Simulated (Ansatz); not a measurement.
Run report: InSiNH₆Cl₂, geometry relaxation (part 1 of 2)

The run: geometry relaxation of InSiNH₆Cl₂. Method and program: RHF/def2-SVP (Ansatz 0.2.0).

It belongs to a series of runs on one base structure; here: end point A relaxed. Figures and captions count atoms from 1; the log counts them from 0 in places.

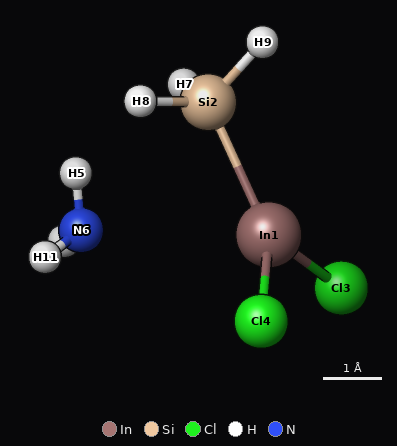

*The starting structure (ball-and-stick view, seen at a tilt; atoms are numbered from 1 in the order of the input). Sticks mark near contacts.*

Bond lengths as drawn: Cl–In 2.36 to 2.37 Å, H–N 1.01 Å, H–Si 1.48 Å and In–Si 2.54 Å.

Results in brief

```tsv
quantity	value
outcome	converged
total energy	−39587.5431 eV
mean-field energy	−39587.5431 eV
largest force (length of the vector) at the end	0.021 eV/Å
hardware	2 threads of Arm Neoverse V1, 24 GiB of memory available, shared host
wall time	33 s (CPU time 62 s)
peak memory	0.32 GiB
```

The input
```yaml
crystal:
  periodic: [false, false, false]
  atoms:
    - { symbol: In, position_ang: [-1.19796, -1.227767, -0.698384] }
    - { symbol: Si, position_ang: [0.756298, -1.13691, 0.925594] }
    - { symbol: Cl, position_ang: [-1.026795, -1.83224, -2.979062] }
    - { symbol: Cl, position_ang: [-3.440183, -0.739905, -0.127542] }
    - { symbol: H, position_ang: [0.869678, 1.543621, 0.393683] }
    - { symbol: "N", position_ang: [0.220896, 1.856376, -0.316538] }
    - { symbol: H, position_ang: [1.967433, -0.703053, 0.192363] }
    - { symbol: H, position_ang: [0.463478, -0.15901, 1.998437] }
    - { symbol: H, position_ang: [1.020907, -2.455009, 1.547939] }
    - { symbol: H, position_ang: [0.751095, 2.312731, -1.039682] }
    - { symbol: H, position_ang: [-0.384848, 2.540966, 0.103092] }
basis:
  gaussian: { orbitals: def2-SVP }
hamiltonian:
  xc: hf
relax:
  f_tol: 0.03
  max_steps: 50
```

Command:
```bash
ansatz run input.yaml --threads 2 --pin off --max-ram 3072MiB --backend cpu --events-out ev --progress --plain --runs-dir out
```

Output
```
The last accepted step is kept in [file] (removed where the run ends without a failure and the disk answers)
Engine: ansatz 0.2.0, aarch64-unknown-linux-gnu
Functional definition: HF
  exchange = exact_x
  correlation = 0
1364 factors; integrals over basis functions are off by at most 3.0e-4 eV
mean field evaluation 1: about -39583.1969 eV, gradient 3.3e1 eV
mean field evaluation 2: about -39583.2828 eV, gradient 3.3e1 eV
mean field evaluation 4: about -39586.6638 eV, gradient 2.7e0 eV
mean field evaluation 8: about -39586.7103 eV, gradient 1.9e-1 eV
mean field -39586.71055409 eV, -1454.7847800267 hartree, gradient 6.5e-5 eV, S^2 0.000000; 0 other end points of the search recorded, 0 dependent functions left out
the calculation of the forces begins
reference -39586.71055409 eV, -1454.7847800267 hartree; 41, 41 occupied and 83, 83 virtual orbitals, 1364 factors
relax step   1: F+E_penalty+E_count = -39586.71055409 eV  Δ(F+E_penalty+E_count) = +0.000e0 eV  max|allowed force component| = 4.462e-1 eV/Å  Δτ_max = 0.0000 Å  (36 SCF iters, accepted)
these checks for a lower state are left out or cut short: starts, cluster_reference, orbital_swaps, neighbouring_geometries, increment
1364 factors; integrals over basis functions are off by at most 4.1e-4 eV
mean field evaluation 16: about -39586.8117 eV, gradient 1.2e-3 eV
mean field -39586.81167215 eV, -1454.7884960469 hartree, gradient 7.9e-5 eV, S^2 0.000000; 0 other end points of the search recorded, 0 dependent functions left out
the calculation of the forces begins
reference -39586.81167215 eV, -1454.7884960469 hartree; 41, 41 occupied and 83, 83 virtual orbitals, 1364 factors
relax step   2: F+E_penalty+E_count = -39586.81167215 eV  Δ(F+E_penalty+E_count) = -1.011e-1 eV  max|allowed force component| = 9.335e-1 eV/Å  Δτ_max = 0.1978 Å  (33 SCF iters, accepted)
these checks for a lower state are left out or cut short: starts, cluster_reference, orbital_swaps, neighbouring_geometries, increment
1364 factors; integrals over basis functions are off by at most 4.2e-4 eV
mean field -39586.97039979 eV, -1454.7943291801 hartree, gradient 7.8e-5 eV, S^2 0.000000; 0 other end points of the search recorded, 0 dependent functions left out
the calculation of the forces begins
reference -39586.97039979 eV, -1454.7943291801 hartree; 41, 41 occupied and 83, 83 virtual orbitals, 1364 factors
relax step   3: F+E_penalty+E_count = -39586.97039979 eV  Δ(F+E_penalty+E_count) = -1.587e-1 eV  max|allowed force component| = 7.680e-1 eV/Å  Δτ_max = 0.1949 Å  (32 SCF iters, accepted)
these checks for a lower state are left out or cut short: starts, cluster_reference, orbital_swaps, neighbouring_geometries, increment
1364 factors; integrals over basis functions are off by at most 3.5e-4 eV
mean field evaluation 32: about -39587.1404 eV, gradient 1.1e-5 eV
mean field -39587.14037539 eV, -1454.8005756681 hartree, gradient 7.9e-5 eV, S^2 0.000000; 0 other end points of the search recorded, 0 dependent functions left out
the calculation of the forces begins
reference -39587.14037539 eV, -1454.8005756681 hartree; 41, 41 occupied and 83, 83 virtual orbitals, 1364 factors
relax step   4: F+E_penalty+E_count = -39587.14037539 eV  Δ(F+E_penalty+E_count) = -1.700e-1 eV  max|allowed force component| = 5.699e-1 eV/Å  Δτ_max = 0.1724 Å  (32 SCF iters, accepted)
these checks for a lower state are left out or cut short: starts, cluster_reference, orbital_swaps, neighbouring_geometries, increment
1364 factors; integrals over basis functions are off by at most 3.6e-4 eV
mean field -39587.27775486 eV, -1454.8056242704 hartree, gradient 8.3e-5 eV, S^2 0.000000; 0 other end points of the search recorded, 0 dependent functions left out
the calculation of the forces begins
reference -39587.27775486 eV, -1454.8056242704 hartree; 41, 41 occupied and 83, 83 virtual orbitals, 1364 factors
relax step   5: F+E_penalty+E_count = -39587.27775486 eV  Δ(F+E_penalty+E_count) = -1.374e-1 eV  max|allowed force component| = 7.242e-1 eV/Å  Δτ_max = 0.1947 Å  (32 SCF iters, accepted)
these checks for a lower state are left out or cut short: starts, cluster_reference, orbital_swaps, neighbouring_geometries, increment
1364 factors; integrals over basis functions are off by at most 4.1e-4 eV
mean field -39587.40269710 eV, -1454.8102158131 hartree, gradient 8.0e-5 eV, S^2 0.000000; 0 other end points of the search recorded, 0 dependent functions left out
the calculation of the forces begins
reference -39587.40269710 eV, -1454.8102158131 hartree; 41, 41 occupied and 83, 83 virtual orbitals, 1364 factors
relax step   6: F+E_penalty+E_count = -39587.40269710 eV  Δ(F+E_penalty+E_count) = -1.249e-1 eV  max|allowed force component| = 5.345e-1 eV/Å  Δτ_max = 0.1934 Å  (33 SCF iters, accepted)
these checks for a lower state are left out or cut short: starts, cluster_reference, orbital_swaps, neighbouring_geometries, increment
1364 factors; integrals over basis functions are off by at most 4.7e-4 eV
mean field -39587.46390146 eV, -1454.8124650320 hartree, gradient 8.2e-5 eV, S^2 0.000000; 0 other end points of the search recorded, 0 dependent functions left out
the calculation of the forces begins
reference -39587.46390146 eV, -1454.8124650320 hartree; 41, 41 occupied and 83, 83 virtual orbitals, 1364 factors
relax step   7: F+E_penalty+E_count = -39587.46390146 eV  Δ(F+E_penalty+E_count) = -6.120e-2 eV  max|allowed force component| = 5.452e-1 eV/Å  Δτ_max = 0.1964 Å  (33 SCF iters, accepted)
these checks for a lower state are left out or cut short: starts, cluster_reference, orbital_swaps, neighbouring_geometries, increment
1365 factors; integrals over basis functions are off by at most 4.6e-4 eV
mean field -39587.50907280 eV, -1454.8141250478 hartree, gradient 8.2e-5 eV, S^2 0.000000; 0 other end points of the search recorded, 0 dependent functions left out
the calculation of the forces begins
reference -39587.50907280 eV, -1454.8141250478 hartree; 41, 41 occupied and 83, 83 virtual orbitals, 1365 factors
relax step   8: F+E_penalty+E_count = -39587.50907280 eV  Δ(F+E_penalty+E_count) = -4.517e-2 eV  max|allowed force component| = 2.274e-1 eV/Å  Δτ_max = 0.1960 Å  (32 SCF iters, accepted)
these checks for a lower state are left out or cut short: starts, cluster_reference, orbital_swaps, neighbouring_geometries, increment
1366 factors; integrals over basis functions are off by at most 4.6e-4 eV
mean field evaluation 64: about -39587.5282 eV, gradient 6.3e-1 eV
mean field -39587.52947267 eV, -1454.8148747295 hartree, gradient 8.0e-5 eV, S^2 0.000000; 0 other end points of the search recorded, 0 dependent functions left out
the calculation of the forces begins
reference -39587.52947267 eV, -1454.8148747295 hartree; 41, 41 occupied and 83, 83 virtual orbitals, 1366 factors
relax step   9: F+E_penalty+E_count = -39587.52947267 eV  Δ(F+E_penalty+E_count) = -2.040e-2 eV  max|allowed force component| = 2.381e-1 eV/Å  Δτ_max = 0.1870 Å  (32 SCF iters, accepted)
these checks for a lower state are left out or cut short: starts, cluster_reference, orbital_swaps, neighbouring_geometries, increment
1366 factors; integrals over basis functions are off by at most 4.6e-4 eV
mean field -39587.54014301 eV, -1454.8152668572 hartree, gradient 8.1e-5 eV, S^2 0.000000; 0 other end points of the search recorded, 0 dependent functions left out
the calculation of the forces begins
reference -39587.54014301 eV, -1454.8152668572 hartree; 41, 41 occupied and 83, 83 virtual orbitals, 1366 factors
relax step  10: F+E_penalty+E_count = -39587.54014301 eV  Δ(F+E_penalty+E_count) = -1.067e-2 eV  max|allowed force component| = 1.327e-1 eV/Å  Δτ_max = 0.0720 Å  (33 SCF iters, accepted)
these checks for a lower state are left out or cut short: starts, cluster_reference, orbital_swaps, neighbouring_geometries, increment
1365 factors; integrals over basis functions are off by at most 4.6e-4 eV
mean field -39587.54307705 eV, -1454.8153746813 hartree, gradient 8.2e-5 eV, S^2 0.000000; 0 other end points of the search recorded, 0 dependent functions left out
the calculation of the forces begins
reference -39587.54307705 eV, -1454.8153746813 hartree; 41, 41 occupied and 83, 83 virtual orbitals, 1365 factors
relax step  11: F+E_penalty+E_count = -39587.54307705 eV  Δ(F+E_penalty+E_count) = -2.934e-3 eV  max|allowed force component| = 2.027e-2 eV/Å  Δτ_max = 0.0239 Å  (34 SCF iters, accepted)
1365 factors; integrals over basis functions are off by at most 4.6e-4 eV
mean field evaluation 96: about -39587.5431 eV, gradient 7.4e-5 eV
```

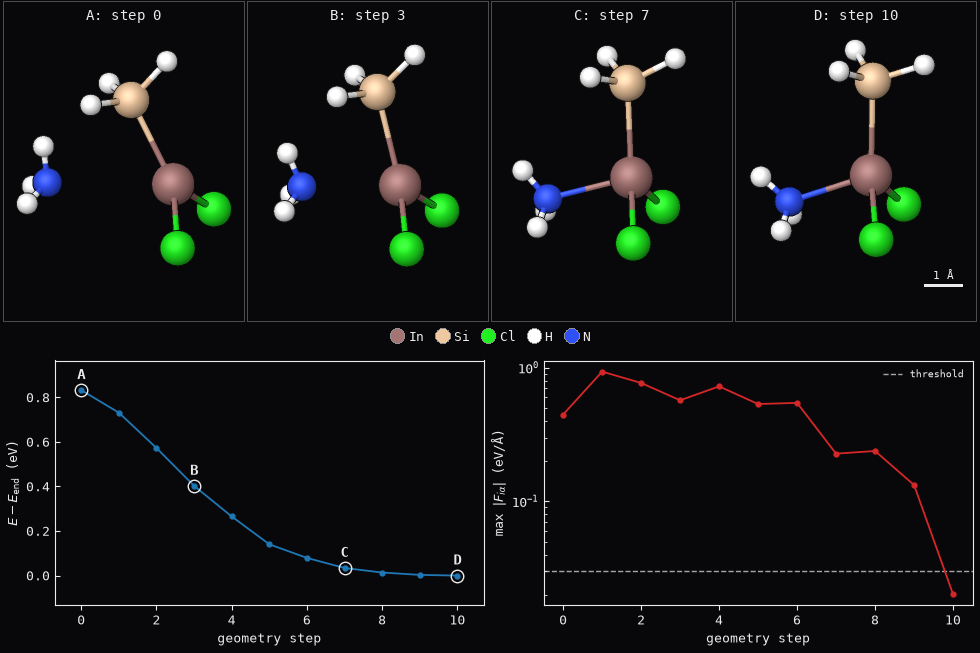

*Frames of the relaxation (ball-and-stick view, seen at a tilt) above the curves, on which the letters mark them (the first geometry is step 0 here and step 1 in the log).*

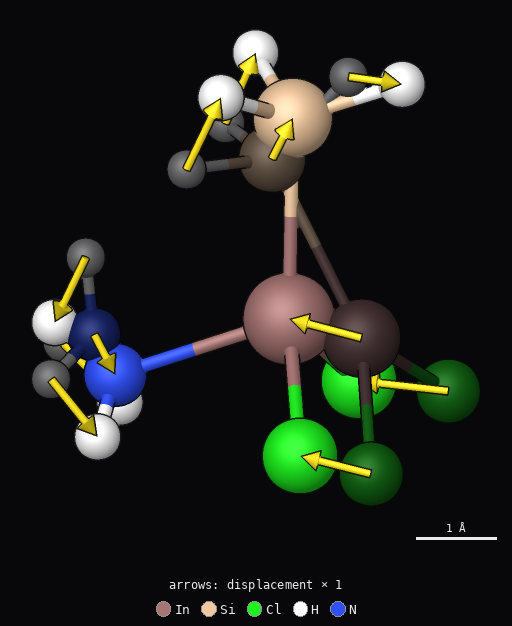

*Start (faint) and end (solid) with the displacements as yellow arrows, at true length (ball-and-stick view, seen at a tilt). The two geometries are laid on each other by the best rigid fit.*

Over 10 geometry steps the energy falls by 0.833 eV. Largest force component: 0.45 eV/Å at the start, 0.02 eV/Å at the end. Cl3 moves most after the best rigid fit: 1.15 Å. By element the largest moves are Cl 1.15 Å, H 1.06 Å, In 0.95 Å, Si 0.61 Å, N 0.58 Å. Distances before and after: In1–N6 3.416 → 2.372 Å, In1–Si2 2.543 → 2.601 Å, In1–Cl4 2.365 → 2.399 Å, In1–Cl3 2.366 → 2.399 Å. New bonds form: In1–N6 (3.42 → 2.37 Å). Among the angles that change: Si2–In1–Cl3 124.7° → 121.3°, Si2–In1–Cl4 124.6° → 121.9°. (Atoms are counted from 1 in the order of the input.)
